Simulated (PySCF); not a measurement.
**TaOH3: relaxation and vibrations of the singlet**

The task is one start of a wider search on TaOH3: the singlet, from a PBE0 minimum start. It is relaxed, tested by its Hessian and followed downhill if it is a saddle.

Method: PBE0, basis Ta def2-TZVP with ECP60, O def2-TZVP, H def2-TZVP, scalar-relativistic core potentials, no spin–orbit coupling, density fitting; program: PySCF 2.14.0.

### Step 1. The starting structure

5 atoms, charge 0, spin multiplicity 1.

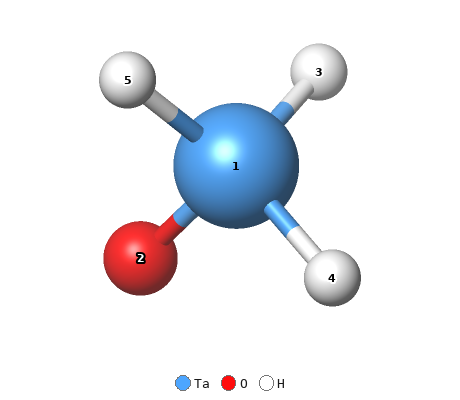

As it starts; tantalum blue, oxygen red, hydrogen white; atoms are numbered from 1 in the order of the file.

```xyz
5
charge 0 multiplicity 1
Ta    0.0000    0.1054    0.0746
O     0.0000   -1.2759   -0.9026
H     1.5012   -0.0580    1.0206
H    -1.5012   -0.0580    1.0206
H     0.0000    1.4436   -1.1021
```

### Step 2. The SCF at the typed geometry

The steps below are one call of a driver around PySCF. For each, scf.py gives the equivalent set-up of the SCF; relaxations use the driver's own optimiser. After this first run the driver tries any further starts and a stability analysis.

scf.py

```python
from pyscf import gto, scf, dft
mol = gto.M(atom='''
Ta     0.000000     0.105414     0.074571
O     -0.000000    -1.275898    -0.902583
H      1.501218    -0.058023     1.020627
H     -1.501218    -0.058023     1.020627
H     -0.000000     1.443624    -1.102113''',
    basis={'Ta': 'def2-TZVP', 'O': 'def2-TZVP', 'H': 'def2-TZVP'},
    ecp={'Ta': 'def2-TZVP'},
    charge=0, spin=0)
mf = dft.RKS(mol, xc='PBE0')
mf.grids.atom_grid = (50, 194)
aux = {'Ta': 'def2-universal-JKFIT', 'O': 'def2-universal-JKFIT', 'H': 'def2-universal-JKFIT'}
mf = mf.density_fit(auxbasis=aux)
mf.conv_tol = 1e-08
mf.diis_space = 10
mf.max_cycle = 60
mf.init_guess = 'minao'
mf.verbose = 4
mf.kernel()
```

The run is started by

```bash
OMP_NUM_THREADS=2 python axn.py task.json out
```

The log of the run:

```text
init E= -114.373991034765
  HOMO = -0.518758593144866  LUMO = -0.353237838432738  gap/eV = 4.50405
cycle= 1 E= -133.794605832227  delta_E= -19.4  |g|= 0.906  |ddm|= 6.15
  HOMO = -0.136921653315053  LUMO = -0.0255555507935674  gap/eV = 3.03043
cycle= 2 E= -132.815160668083  delta_E= 0.979  |g|= 2.35  |ddm|= 1.75
  HOMO = -0.293331211030961  LUMO = -0.0320988833482479  gap/eV = 7.10849
cycle= 3 E= -133.907486612941  delta_E= -1.09  |g|= 0.544  |ddm|= 1.18
  HOMO = -0.339480154331002  LUMO = -0.104347840475213  gap/eV = 6.39828
cycle= 4 E= -133.977998866296  delta_E= -0.0705  |g|= 0.149  |ddm|= 0.529
  HOMO = -0.338179168275825  LUMO = -0.0954157088843701  gap/eV = 6.60593
cycle= 5 E= -133.982497202128  delta_E= -0.0045  |g|= 0.0333  |ddm|= 0.0941
  HOMO = -0.336822740867408  LUMO = -0.0939435273116044  gap/eV = 6.60908
cycle= 6 E= -133.982737343776  delta_E= -0.00024  |g|= 0.00811  |ddm|= 0.0178
  HOMO = -0.33687145939075  LUMO = -0.0940632889536873  gap/eV = 6.60715
cycle= 7 E= -133.982751089699  delta_E= -1.37e-05  |g|= 0.000817  |ddm|= 0.00499
  HOMO = -0.336995420229543  LUMO = -0.0941152188702386  gap/eV = 6.60911
cycle= 8 E= -133.982751256178  delta_E= -1.66e-07  |g|= 0.000264  |ddm|= 0.000587
  HOMO = -0.337004632645642  LUMO = -0.0941349246417226  gap/eV = 6.60882
cycle= 9 E= -133.982751273583  delta_E= -1.74e-08  |g|= 3.09e-05  |ddm|= 0.000221
  HOMO = -0.337004081125011  LUMO = -0.0941365145872273  gap/eV = 6.60876
cycle= 10 E= -133.982751273967  delta_E= -3.84e-10  |g|= 2.68e-06  |ddm|= 4.54e-05
  HOMO = -0.337004402474137  LUMO = -0.094136315701019  gap/eV = 6.60878
Extra cycle  E= -133.982751273966  delta_E= 1.22e-12  |g|= 4.45e-06  |ddm|= 4.93e-06
converged SCF energy = -133.982751273966
```

This step, with its further starts and checks, needed 2.9 s of wall time on 2 threads of Arm Neoverse V2, shared host.

No lower closed-shell solution turned up in the test of internal stability.

### Step 3. Relaxing the singlet from the PBE0 minimum start

The program finds C3v symmetry in the start, which this walk keeps. The walk stops when the largest gradient is under 0.0003 Eh/bohr and the energy has settled too.

Edit scf.py of step 2 so:

```diff
@@ -3,5 +3,5 @@
-Ta     0.000000     0.105414     0.074571
-O     -0.000000    -1.275898    -0.902583
-H      1.501218    -0.058023     1.020627
-H     -1.501218    -0.058023     1.020627
-H     -0.000000     1.443624    -1.102113''',
+Ta     0.000000     0.105391     0.074555
+O     -0.000000    -1.275921    -0.902599
+H      1.501218    -0.058046     1.020611
+H     -1.501218    -0.058046     1.020611
+H      0.000000     1.443601    -1.102129''',
@@ -18 +17,0 @@
-mf.init_guess = 'minao'
```

The optimiser's trace:

| step | energy (Eh) | change (kJ/mol) | largest symmetric gradient (Eh/bohr) |
| --- | --- | --- | --- |
| 0 | -133.982751 | 0.00 | 0.00011 |

The walk took 1.3 s.

It settles in C3v symmetry, 0.0 kJ/mol below the start, after 0 steps: Ta–H 1.782 Å (×3), Ta–O 1.692 Å; H–Ta–H 114.8° (×3), H–Ta–O 103.4° (×3).

### Step 4. Hessian and properties

On the finer grid the gradient is checked again; gradients at displacements of ±0.02 bohr then give force constants and infrared intensities.

Edit scf.py of step 3 so:

```diff
@@ -7 +7 @@
-H      0.000000     1.443601    -1.102129''',
+H     -0.000000     1.443601    -1.102129''',
@@ -12 +12 @@
-mf.grids.atom_grid = (50, 194)
+mf.grids.atom_grid = (75, 302)
@@ -15 +15 @@
-mf.conv_tol = 1e-08
+mf.conv_tol = 1e-10
```

The driver hands on the density of the step before, so the log starts near convergence.

Log of the central SCF (cycles and frontier levels):

```text
init E= -133.982834011905
  HOMO = -0.337005159576522  LUMO = -0.0941291761143329  gap/eV = 6.60899
cycle= 1 E= -133.982834011834  delta_E= 7.13e-11  |g|= 2e-05  |ddm|= 1.8e-05
  HOMO = -0.337002609963041  LUMO = -0.0941252521189732  gap/eV = 6.60903
cycle= 2 E= -133.982834011194  delta_E= 6.4e-10  |g|= 6.07e-05  |ddm|= 4.05e-05
  HOMO = -0.337003908469996  LUMO = -0.0941273167585207  gap/eV = 6.60901
cycle= 3 E= -133.982834011916  delta_E= -7.22e-10  |g|= 3.68e-06  |ddm|= 2.8e-05
  HOMO = -0.337004221294704  LUMO = -0.0941277903131594  gap/eV = 6.60900
cycle= 4 E= -133.982834011919  delta_E= -2.33e-12  |g|= 1.72e-07  |ddm|= 3.32e-06
  HOMO = -0.33700423554888  LUMO = -0.0941277861687864  gap/eV = 6.60900
Extra cycle  E= -133.982834011918  delta_E= 4.83e-13  |g|= 2.15e-07  |ddm|= 2.28e-07
converged SCF energy = -133.982834011918
```

The whole step took 27 s.

Geometry: C3v; Ta–H 1.782 Å (×3), Ta–O 1.692 Å; H–Ta–H 114.8° (×3), H–Ta–O 103.4° (×3).

Harmonic modes (main isotopes):

```csv
symmetry,ω (cm⁻¹),IR (km/mol),μ (u),type
e,573,8.4,1.13,bend
a1,644,106,1.04,bend
e,750,118,1.02,bend
a1,1055,171,13.70,stretch
e,1862,670,1.02,stretch
a1,1890,70.8,1.01,stretch
```

No imaginary mode, so this is a minimum.

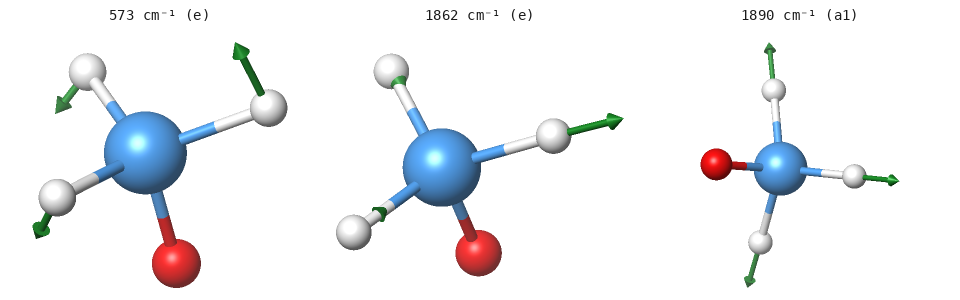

How the atoms move in 3 of the modes.

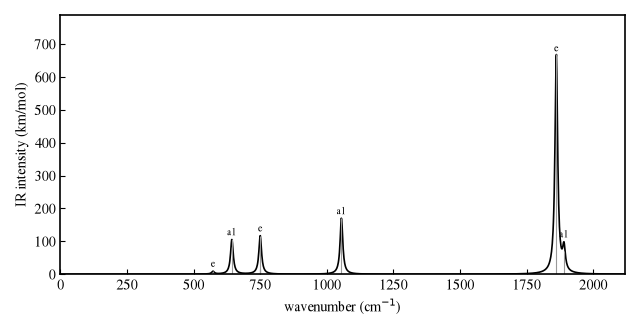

The harmonic infrared spectrum (widths in cm⁻¹). Lines are broadened to a width of 12 cm⁻¹ (Lorentzian).

Constants and moments:

```
Dipole moment                                                   : 2.77 D
Highest occupied level                                          : -9.17 eV
Lowest empty level                                              : -2.56 eV
Rotational constants                                            : 1.856, 0.3548, 0.3548 cm⁻¹
Zero-point energy                                               : 59.6 kJ/mol
Principal polarisabilities                                      : 43.6, 43.6, 45.6 bohr³
Atomisation energy without zero-point energy                    : 1676 kJ/mol
Principal traceless quadrupole moments about the centre of mass : -0.77, 0.39, 0.39 D Å
Entropy at 298.15 K and 1 bar                                   : 263.8 J/(mol K)
Heat capacity Cp at 298.15 K                                    : 54.1 J/(mol K)
Enthalpy at 298.15 K above 0 K                                  : 11.78 kJ/mol
Rotational symmetry number                                      : 3
```

Populations by atom (charges in e):

```tsv
atom	Mulliken	Löwdin	polar tensor	Mayer order to Ta1
Ta1	0.87	0.60	1.58	–
O2	-0.45	-0.23	-0.67	2.31
H3,4,5	-0.14	-0.12	-0.30	0.97
```

Mulliken populations on Ta1 (outside its core potential): s 2.75, p 6.46, d 2.84, f 0.08.

### Step 5. What came out

| quantity | value |
| --- | --- |
| minimum | singlet, C3v |
| geometry | Ta–H 1.782 Å (×3), Ta–O 1.692 Å; H–Ta–H 114.8° (×3), H–Ta–O 103.4° (×3) |
| wavenumbers (cm⁻¹) | 573 (e), 644 (a1), 750 (e), 1055 (a1), 1862 (e), 1890 (a1) |
| dipole moment | 2.77 D |
| highest occupied, lowest empty level | -9.17, -2.56 eV |
| polar-tensor charge of Ta1 | +1.58 e |
| zero-point energy | 59.6 kJ/mol |
| entropy at 298.15 K | 263.8 J/(mol K) |
| atomisation energy (no zero-point energy) | 1676 kJ/mol |

The PBE0 minimum start keeps its C3v symmetry and ends in a minimum. In the infrared the band at 1862 cm⁻¹ (e, stretch) leads. Other starts or spin states, not run here, may lie lower. Whether spin polarisation would lower the closed shell was not checked. Spin–orbit coupling, left out here, can matter for elements this heavy.

The search up to here took 32 s.
